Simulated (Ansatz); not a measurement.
# Debugging a many-body input for CdTe (F-43m)

A first try at the G0W0 gap of CdTe (F-43m), what the program said, and an input that works.

Program: Ansatz 0.2.0. Level of theory: G0W0 on PBE, plane waves, PAW. Results are calculated unless marked as measured.

## Step 1: The starting structure

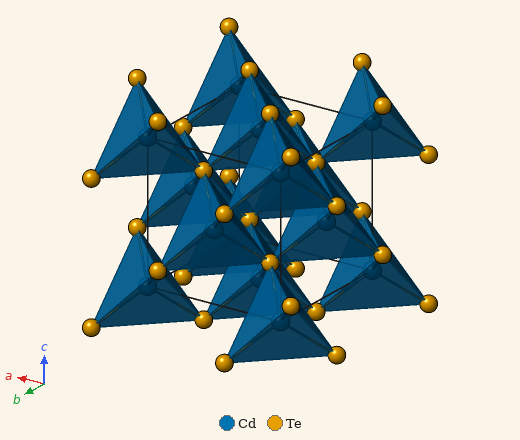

The cell as given, from a free direction (cadmium blue, tellurium orange). This picture shows the conventional cell, with its axes. Some periodic images of atoms are drawn too.

The cell and positions come from the Crystallography Open Database and are kept as given unless a step says otherwise. Spin-orbit coupling is left out unless a step names it. The default PAW set here is soft_1. Its files were made with PBE.

## Step 2: First try

input.yaml reads:

```yaml
crystal:
  lattice:
    - [0.0, 3.24, 3.24]
    - [3.24, 0.0, 3.24]
    - [3.24, 3.24, 0.0]
  atoms:
    - { symbol: Cd, position: [0.0, 0.0, 0.0] }
    - { symbol: Te, position: [0.25, 0.25, 0.25] }
kpoints:
  mp_grid: { grid: [4, 4, 4] }
hamiltonian:
  xc: pbe
  pseudopotentials: { kind: paw, azcp: { folder: "./paw" } }
scf:
  occupations: { method: fixed }
gw:
  n_empty_bands: 110
  ecut_chi: 10
  qp_bands: [v2, c2]
  qp_kpoints: band_edges
  screening: { model: contour_deformation }
```

The run is started by

```
ansatz run input.yaml --threads 3 --pin off --max-ram 92160MiB --backend cuda --events-out ev --progress --plain --runs-dir out --devices 1 --max-vram 13GiB
```

Numbers of over 12 decimals in the logs are rounded to 6 here.

Output:

```text
GPUs: using 1 of 1 available (devices: 1).
Engine: ansatz 0.2.0, x86_64-unknown-linux-gnu
Pseudopotentials: kind: paw
Pseudopotential: Cd, paw, valence charge 20, recommended cutoff 420 eV (normal), <dir>
Pseudopotential: Te, paw, valence charge 16, recommended cutoff 420 eV (normal), <dir>
Functional definition: PBE
  parameter kappa = 0.804
  parameter beta = 0.066725
  exchange = pbe_x(kappa = kappa, mu = beta*pi^2/3)
  correlation = pbe_c(beta = beta)
device memory: the entry about to start is reckoned to put 1.1 GiB on a device that reports 68.8 GiB free (of which the cap on the GPU budget leaves the run 13.0 GiB)
GPU FFT provider: cuFFT
GPU libraries: cuBLAS 13.8.2, cuFFT 12.4.0, cuSOLVER 12.3.4
Crystal: 2 atoms, lattice volume = 68.024 Å³
Basis set: ecut = 420 eV, 1363 PW (Γ)
Bands: 22, of which v1, the nominal top of the filled ones, is band 18 counted from 1 (17 counted from 0)
Symmetry: 24 space group operations
Space group: F-43m (ITA 216), of the structure as read, at distance tolerance 4.1e-5 Å
k-points: 8 of 64 (time reversal used)
Non-local potential: Cd, projectors of the file, l = 0: 3, l = 1: 2, l = 2: 2, l = 3: 1
Non-local potential: Te, projectors of the file, l = 0: 2, l = 1: 2, l = 2: 2, l = 3: 1
PAW form: soft (Blöchl's): semilocal exchange-correlation on the pseudo side does not see the compensation charge
PAW one-centre angular grid: Cd, 590 points (default); XC on 64 Gauss nodes
PAW one-centre angular grid: Te, 590 points (default); XC on 64 Gauss nodes
Initial density: superposition of atomic densities (chi_scale 0.1, normalization cell, long waves kept (reshape's long-wave potential 0.00 eV rms))
Initial wavefunctions: pseudopotential atomic-orbital guess
GPU buffer pool allocated for 32768 grid points (all kernels)
GPU transforms: local potential and band sums: pruned to the plane-wave sphere, on 30×32×32
Functional: x = pbe(κ = 0.804, μ = 0.219515), c = pbe(β = 0.066725)
SCF iter   1: F=—  HF=-15235.429300 eV  |F-HF|=—  |Δ(HF+E_count)|=         —  Δρ=2.14e-2  dr2=2.13e-1  ethr=3.10e-3  ⟨swp⟩=4.6  Hψ=693  notcnv=0  defer=13
preconditioner: auto → none  [insulator: Δε(μ)=0.675 eV  Ē_g=11.547 eV  n_scr=14 (ndim 8)  ℏωp=19.1 eV  f_vac=0.156  ε∞_Penn≈3.7]
SCF iter   2: F=—  HF=-15235.406208 eV  |F-HF|=—  |Δ(HF+E_count)|=   2.31e-2  Δρ=9.02e-3  dr2=4.50e-2  ethr=5.93e-4  ⟨swp⟩=3.6  Hψ=410  notcnv=0  defer=11
SCF iter   3: F=—  HF=-15235.409749 eV  |F-HF|=—  |Δ(HF+E_count)|=   3.54e-3  Δρ=4.38e-3  dr2=8.37e-3  ethr=1.25e-4  ⟨swp⟩=2.9  Hψ=268  notcnv=0  defer=13
SCF iter   4: F=—  HF=-15235.410429 eV  |F-HF|=—  |Δ(HF+E_count)|=   6.80e-4  Δρ=5.89e-4  dr2=8.66e-5  ethr=2.32e-5  ⟨swp⟩=2.5  Hψ=328  notcnv=0  defer=12
SCF iter   5: F=—  HF=-15235.410495 eV  |F-HF|=—  |Δ(HF+E_count)|=   6.60e-5  Δρ=9.67e-5  dr2=3.32e-6  ethr=2.41e-7  ⟨swp⟩=2.8  Hψ=328  notcnv=0  defer=12
SCF iter   6: F=—  HF=-15235.410497 eV  |F-HF|=—  |Δ(HF+E_count)|=   2.31e-6  Δρ=2.63e-5  dr2=5.44e-7  ethr=9.23e-9  ⟨swp⟩=2.0  Hψ=288  notcnv=0  defer=12
SCF iter   7: F=-15235.410497 eV  HF=-15235.410497 eV  |F-HF|=1.50e-8  |Δ(HF+E_count)|=   1.78e-7  Δρ=3.60e-6  dr2=1.03e-8  ethr=2.78e-10  ⟨swp⟩=7.9  Hψ=795  notcnv=0
SCF 1 converged in 7 iterations: F = -15235.410497 eV  dr2 = 1.03e-8
[...]
device memory: the entry about to start is reckoned to put 1.6 GiB on a device that reports 68.6 GiB free (of which the cap on the GPU budget leaves the run 13.0 GiB)
NSCF: frozen V_eff on 8 k-points
[...]
device memory: the entry about to start is reckoned to put 3.1 GiB on a device that reports 69.3 GiB free (of which the cap on the GPU budget leaves the run 13.0 GiB)
NSCF: frozen V_eff on 8 k-points
G₀W₀ screening: q 1/8
[... further progress lines ...]
device memory: the entry about to start is reckoned to put 0.4 GiB on a device that reports 67.7 GiB free (of which the cap on the GPU budget leaves the run 13.0 GiB)
NSCF: frozen V_eff on 1 k-points
SCF converged after 7 iterations
Free energy (F): -15235.410497 eV
Harris-Foulkes:  -15235.410497 eV  (|F-HF|=1.50e-8)
Internal energy: -15235.410497 eV  (E = F + TS)
E sigma→0 (E₀):  -15235.410497 eV
Fermi energy:    7.483641 eV
--- Per-component energies (eV) ---
  E_band       = -789.246988
  E_kinetic    = 613.339384
  E_local      = -5809.596918  (includes V_loc(G=0)·N_el)
  E_nonlocal   = 186.737276
  E_hartree    = 2737.292735
  E_xc         = -278.864804
  E_vxc        = -297.875958  (∫ρ·V_xc dr)
  E_paw        = -8772.294278  (= ΣΔE_a)
  E_vpaw       = -956.431572  (= ΣTr[D̂ρ^β])
  E_aug_tail   = 0.000394  (compensation charges beyond the density's cutoff)
  E_ewald      = -3912.024287
  E_smearing   = -0.000000  (= −TS)
  E_closure    = 0.000000  (closes the sum)
  Σ components = -15235.410497   (vs F -15235.410497, Δ=0.00e0)
--- Band table (eV; the first three rows and the last of 8) ---
  k-point 0: bands = [... 14 lower, -0.5667, 7.4836, 7.4836, 7.4836, 8.2436, 12.0835, 12.0835, 12.0835]
  k-point 1: bands = [... 14 lower, -0.5670, 4.7536, 7.0541, 7.0541, 9.4647, 12.6353, 12.6353, 12.8449]
  k-point 2: bands = [... 14 lower, -0.2096, 3.0530, 6.7070, 6.7070, 9.2939, 12.6758, 12.6758, 14.5445]
  k-point 7: bands = [... 14 lower, 0.0130, 3.2904, 5.1585, 5.2837, 11.7323, 12.1630, 13.0387, 13.7932]
--- G₀W₀: contour deformation, 7 samples at zero and on the imaginary axis and 2 off it, 64 q-points, 110 empty bands' worth ---
  eigenvalues of the whole cell's RPA ε∞ on this k-mesh (on a slab, of 1 + 4πα/V) = 27.4480, 27.4480, 27.4480; static W/v taken at q = 0 is 0.036432
  gw.qp_kpoints: band_edges: 5 of 8 stored k-points solved, in 1 pass; an edge of the gap read off the rows below is read off those points alone
    valence top: of the k-points left out ik 5 came nearest to being solved in a further pass, in band 18 (counted from 1, as in the quasiparticle table): it holds the edge there only if its correction is more favourable than any solved in that band by at least 0.808 eV; those differ by 0.143 eV
    conduction bottom: of the k-points left out ik 4 came nearest to being solved in a further pass, in band 19 (counted from 1, as in the quasiparticle table): it holds the edge there only if its correction is more favourable than any solved in that band by at least 1.519 eV; those differ by 0.685 eV
    ik  band        ε_KS         Σx   Σc(E_QP)       V_xc       Z   E_QP_lin       E_QP  E_QP is
     0    17      7.4836   -17.9267     2.1131   -15.8956  0.7746     7.5653     7.5657  root
     0    18      7.4836   -17.9267     2.1131   -15.8956  0.7746     7.5653     7.5657  root
     0    19      8.2436    -9.3527    -3.1286   -13.3171  0.7842     9.1326     9.0794  root
     0    20     12.0835    -6.6240    -3.5727   -10.8587  0.7646    12.7963    12.7455  root
     1    17      7.0541   -17.3052     2.2090   -15.1479  0.7703     7.1056     7.1058  root
     1    18      7.0541   -17.3052     2.2090   -15.1479  0.7703     7.1056     7.1058  root
     1    19      9.4647    -8.7070    -3.1921   -12.7008  0.7791    10.3192    10.2664  root
     1    20     12.6353    -6.7439    -3.7255   -11.1248  0.7617    13.3394    13.2907  root
     2    17      6.7070   -16.9213     2.3288   -14.6241  0.7660     6.7386     6.7386  root
     2    18      6.7070   -16.9213     2.3288   -14.6241  0.7660     6.7386     6.7386  root
     2    19      9.2939    -8.3720    -3.2255   -12.3137  0.7807    10.0857    10.0101  root
     2    20     12.6758    -6.5122    -3.7311   -10.7850  0.7583    13.2426    13.2174  root
     3    17      6.3955   -16.4673     2.3545   -14.0965  0.7618     6.3792     6.3792  root
     3    18      6.3955   -16.4673     2.3545   -14.0965  0.7618     6.3792     6.3792  root
     3    19     10.4191    -8.8810    -3.3062   -13.0019  0.7731    11.2874    11.2338  root
     3    20     10.8130    -6.4781    -3.4054   -10.2775  0.7759    11.2169    11.2070  root
     6    17      5.6167   -15.6897     2.6304   -12.9983  0.7489     5.5555     5.5558  root
     6    18      5.6167   -15.6897     2.6304   -12.9983  0.7489     5.5555     5.5558  root
     6    19     10.0843    -5.9179    -3.3156    -9.3846  0.7807    10.2364    10.2353  root
     6    20     10.1522    -8.1022    -3.2627   -11.9523  0.7769    10.7706    10.7397  root
```

Wall time 19 s (1 × NVIDIA H100 80GB HBM3 (shared by 6 runs) with 3 threads of AMD EPYC 7R13 (Zen 3), shared host); peak memory 1.1 GiB.

Reading the cycles: dr2 is the Hartree energy of the density residual (eV), the measure of convergence; HF is the Harris–Foulkes estimate of the energy, which meets the free energy F at convergence.

**Diagnosis.**

The run ended normally, though the input holds a fault or crude settings.

The fault: screening cutoff of 10 eV. Nearly all local fields and short-range correlation are left out.

It printed a gap of 1.51 eV, which is an artefact of the settings.

## Step 3: A better input

G0W0 replaces the xc potential by the self-energy, built once from these orbitals. Only a window of levels is corrected, while the sums run over the empty bands that the input names.

input.yaml, as its differences from that of step 2:

```diff
@@ -16,4 +16,4 @@
 gw:
-  n_empty_bands: 110
-  ecut_chi: 10
+  n_empty_bands: 203
+  ecut_chi: 120
   qp_bands: [v2, c2]
```

Output:

```text
GPUs: using 1 of 1 available (devices: 1).
[...]
GPU FFT provider: cuFFT
GPU libraries: cuBLAS 13.8.2, cuFFT 12.4.0, cuSOLVER 12.3.4
Crystal: 2 atoms, lattice volume = 68.024 Å³
Basis set: ecut = 420 eV, 1363 PW (Γ)
Bands: 22, of which v1, the nominal top of the filled ones, is band 18 counted from 1 (17 counted from 0)
Symmetry: 24 space group operations
[...]
k-points: 8 of 64 (time reversal used)
[...]
GPU buffer pool allocated for 32768 grid points (all kernels)
[...]
SCF iter   1: F=—  HF=-15235.429300 eV  |F-HF|=—  |Δ(HF+E_count)|=         —  Δρ=2.14e-2  dr2=2.13e-1  ethr=3.10e-3  ⟨swp⟩=4.6  Hψ=693  notcnv=0  defer=13
[...]
SCF iter   7: F=-15235.410497 eV  HF=-15235.410497 eV  |F-HF|=1.50e-8  |Δ(HF+E_count)|=   1.78e-7  Δρ=3.60e-6  dr2=1.03e-8  ethr=2.78e-10  ⟨swp⟩=7.9  Hψ=795  notcnv=0
SCF 1 converged in 7 iterations: F = -15235.410497 eV  dr2 = 1.03e-8
[...]
0    17      7.4836   -17.9267     1.5192   -15.8956  0.7367     6.9520     6.9718  root
     0    18      7.4836   -17.9267     1.5192   -15.8956  0.7367     6.9520     6.9718  root
     0    19      8.2436    -9.3527    -3.8705   -13.3171  0.7586     8.3380     8.3376  root
     0    20     12.0835    -6.6240    -4.1743   -10.8587  0.7406    12.1441    12.1439  root
     1    17      7.0541   -17.3052     1.6137   -15.1479  0.7335     6.4866     6.5105  root
     1    18      7.0541   -17.3052     1.6137   -15.1479  0.7335     6.4866     6.5105  root
     1    19      9.4647    -8.7070    -3.9062   -12.7008  0.7527     9.5526     9.5523  root
     1    20     12.6353    -6.7439    -4.3103   -11.1248  0.7354    12.7061    12.7059  root
[...]
6    17      5.6167   -15.6897     2.0668   -12.9983  0.7148     4.9517     4.9921  root
     6    18      5.6167   -15.6897     2.0668   -12.9983  0.7148     4.9517     4.9921  root
     6    19     10.0843    -5.9179    -3.6168    -9.3846  0.7623     9.9352     9.9342  root
     6    20     10.1522    -8.1022    -3.8110   -11.9523  0.7517    10.1914    10.1913  root
[key lines of the parts left out:]
SCF converged after 7 iterations
Free energy (F): -15235.410497 eV
Fermi energy:    7.483641 eV
```

Elapsed: 16 s, on 1 × NVIDIA H100 80GB HBM3 (shared by 6 runs) with 3 threads; peak memory 1.2 GiB; 7.1 s of CPU time.

This step gave:

```
bands summed                                 : 221
RPA ε∞ on this mesh (eigenvalues)            : 26.22, 26.22, 26.22
plane waves in the screening matrix          : 181
q-points in the mesh                         : 64
G0W0 gap on the mesh                         : 1.366 eV
k of the valence top                         : 0, 0, 0
k of the conduction bottom                   : 0, 0, 0
starting gap on the mesh                     : 0.7600 eV
Z at the valence top                         : 0.7367
Z at the conduction bottom                   : 0.7586
least direct G0W0 gap on the computed points : 1.366 eV
```

The gap on the mesh goes from 0.76 eV to 1.37 eV, a correction of +0.61 eV. Between the two edge states, bare exchange in place of the xc potential would open the gap by 6.00 eV, and correlation takes back 5.39 eV.

## Step 4: Results

| Item | Value |
| --- | --- |
| first try | converged after 19 s |
| better run | G0W0 gap on the mesh 1.37 eV (4×4×4 mesh, 203 empty bands, screening to 120 eV) |

The second run differs in: empty bands and screening cutoff (eV). Bands and cutoff are finite, so the gap is not at the basis limit. The miss can reach some tenths of an eV and take either sign; the mesh is an error of its own. The 4×4×4 mesh is coarse for this cell (its supercell is 18 Å along the shortest edge). The RPA ε∞ on it, from the PBE start, is 26.22; such meshes misread the long-range screening, most where the gap is narrow. The RPA ε∞ on this mesh reaches over 25; with a narrow direct gap a coarse mesh can overstate it, and the correction is then too small. The many-body steps are scalar-relativistic: spin-orbit coupling is not in them.

[Paths, hosts, dates, memory and timing lines, banners, echoed tables and standing remarks are left out of the program output.]

[Logs are printed without paths, hosts, clocks, repeated set-up lines and the standing remarks that a program may print on its own settings, such as how far it seeks lower states.]

[Runs of the session that timed out or met a known fault of the program may be left out.]

[Cells called generated may have been cut or substituted from an entry of the Crystallography Open Database or the Materials Project.]

[Hosts, paths, dates, database ids (printed as entryN), source tags and the programs' standing remarks are cut or masked in the printed files.]
